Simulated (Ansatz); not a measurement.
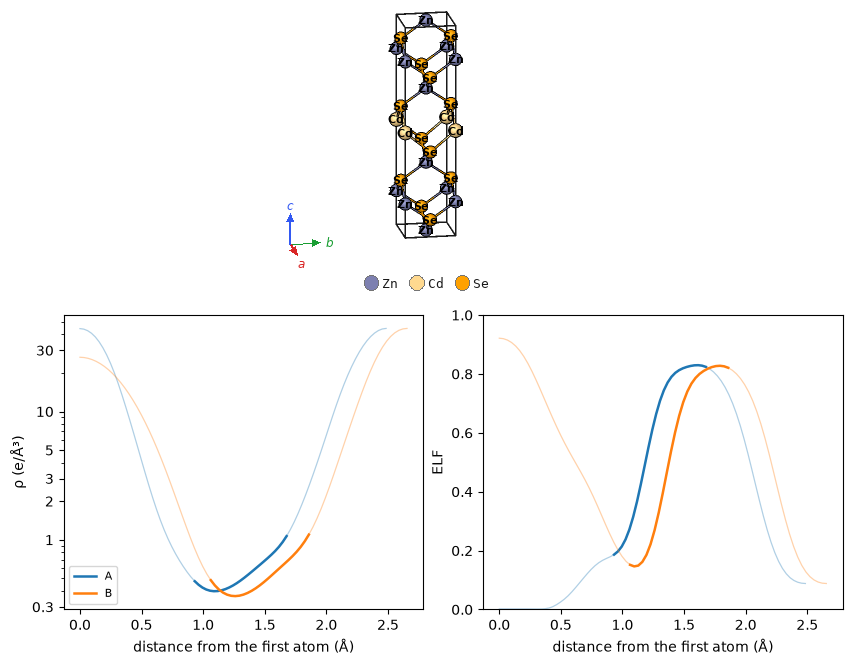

*Zn₅CdSe₆. Valence pseudo-density and electron localisation function along straight lines between neighbouring atoms. Thin, pale parts lie inside the atomic spheres. The structure is drawn too.*

Space group P-4m2; a structure generated by program, which may or may not match a known phase; computed pressure about −2 GPa in this cell.

Theory: Ansatz, DFT r2SCAN, scalar-relativistic, plane waves, PAW.

Core electrons are frozen (PAW), and the valence fields are smoothed inside the atomic spheres.

**Which curve belongs to which contact (Cd–Se and Zn–Se)? The first atom named is at distance zero.**

Curve A: Zn–Se (2.48 Å): the density is about 0.44 e/Å³ at the midpoint; the ELF is about 0.60 at the midpoint. Curve B: Cd–Se (2.65 Å): ρ is about 0.37 e/Å³ halfway; the ELF is about 0.40 at the midpoint.
